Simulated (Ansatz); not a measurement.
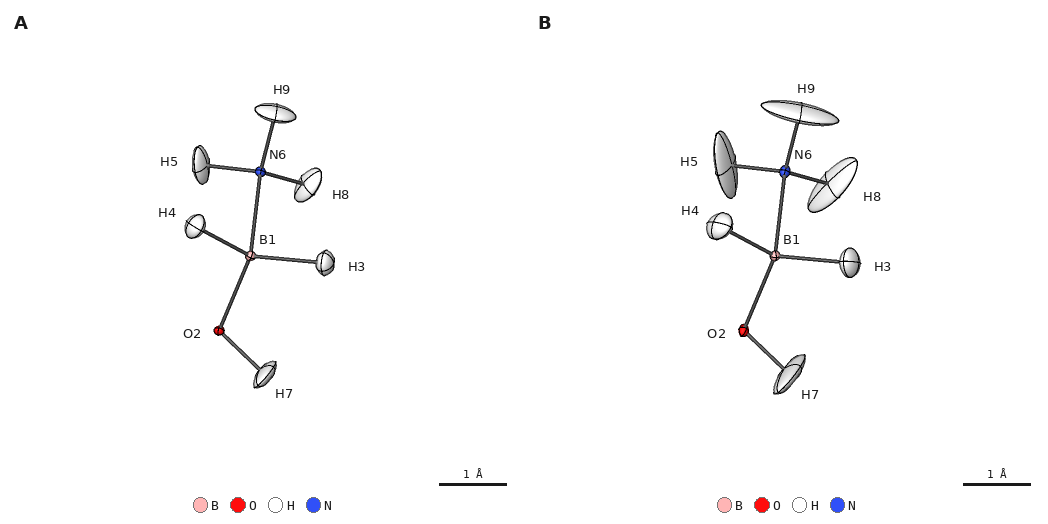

Displacement ellipsoids at the 50 % level, from the internal vibrations of the free molecule (harmonic, no overall translation or rotation; no half-axis is drawn under 0.075 Å). Vibrations computed with RKS PBE0-D4/def2-TZVP (Ansatz 0.2.0). One panel is for 100 K, the other for 600 K.

Question: Which panel is for 600 K?

Answer: B.

Question: How much does the mean-square displacement of H9 grow, and why?

Answer: U_eq goes from 0.0218 to 0.0608 Å², a factor of 2.8. Modes below kT (417 cm⁻¹ at 600 K) grow about in proportion to T, and the lowest lies at 180 cm⁻¹; the mean-square amplitude of a mode is its zero-point value times coth(ħω/2kT), which comes close to 1 only above about 3kT.
